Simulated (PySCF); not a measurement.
## Electronic structure of C$_{4}$H$_{9}$NSi$_{2}$ (SMILES N#CC[SiH]1C[SiH2]C1) in real space

| atom | x (Å) | y (Å) | z (Å) |
| --- | --- | --- | --- |
| N | 3.7276 | 0.4809 | -1.0754 |
| C | 2.8543 | -0.1348 | -0.6640 |
| C | 1.7491 | -0.8647 | -0.1399 |
| Si | 0.4493 | 0.3371 | 0.6044 |
| C | -0.6231 | 1.1865 | -0.7353 |
| Si | -2.1597 | 0.1265 | -0.2720 |
| C | -1.1144 | -0.6291 | 1.1529 |
| H | 1.3015 | -1.4527 | -0.9416 |
| H | 2.1117 | -1.5494 | 0.6270 |
| H | 1.0999 | 1.1886 | 1.6044 |
| H | -0.2714 | 1.0810 | -1.7583 |
| H | -0.7651 | 2.2507 | -0.5693 |
| H | -3.3267 | 0.8929 | 0.1630 |
| H | -2.5413 | -0.8433 | -1.3012 |
| H | -1.0339 | -1.7129 | 1.1526 |
| H | -1.4653 | -0.3484 | 2.1415 |

Geometry: GFN2-xTB.

All numbers below come from PBE0/pcSseg-1, SCF density, gas phase, non-relativistic in PySCF.

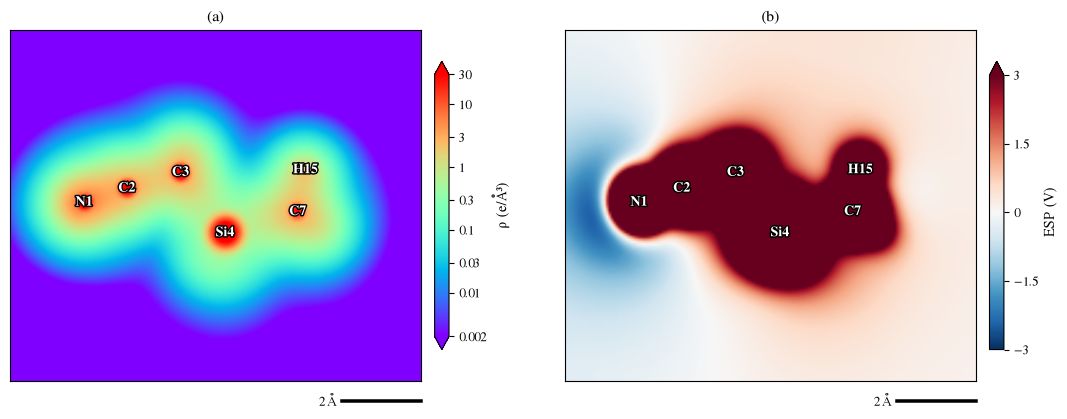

Figure 1. (a) total electron density; (b) electrostatic potential on the plane of atoms C2, C3 and Si4.

Q: What does the map show?

A:
- The plane passes through N, C, Si and H nuclei.
- C–N (1.14 Å): ρ at the midpoint is about 3.6 e/Å³.
- C–C (1.42 Å): ρ at the midpoint is about 1.9 e/Å³.
- C–Si (1.92 Å): ρ at the midpoint is about 0.88 e/Å³.
- C–H (1.09 Å): the density is about 1.9 e/Å³ at the midpoint.
- Outside the dense part of the molecule the potential is most negative (−2.4 V) near N1.

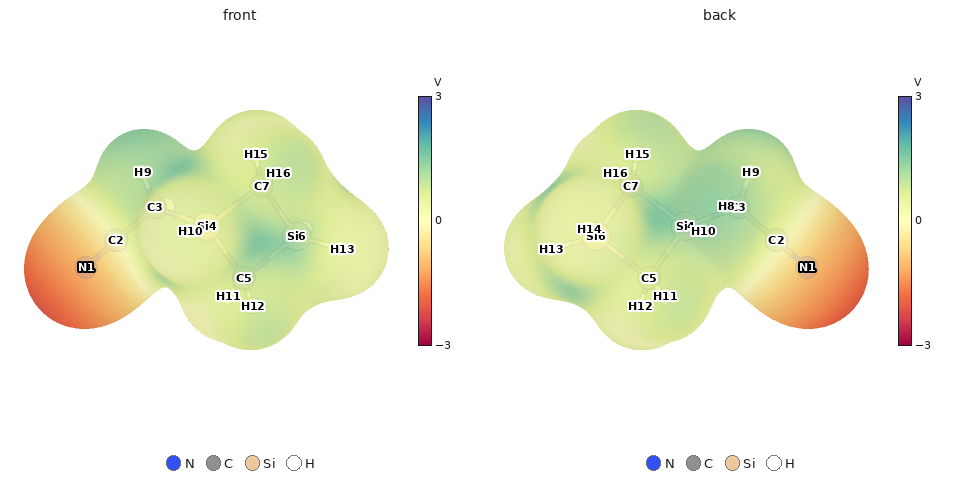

Figure 2. The electrostatic potential painted on the density surface at 0.002 e/bohr³, seen from the front and from behind; the colour scale runs from red (negative) to blue (positive).

Q: Describe the electrostatic potential map.

A: The most negative region (about −2.0 V) lies over N1, the most positive (about +1.5 V) over Si4 and Si6. N1 is the likeliest acceptor of a hydrogen bond.
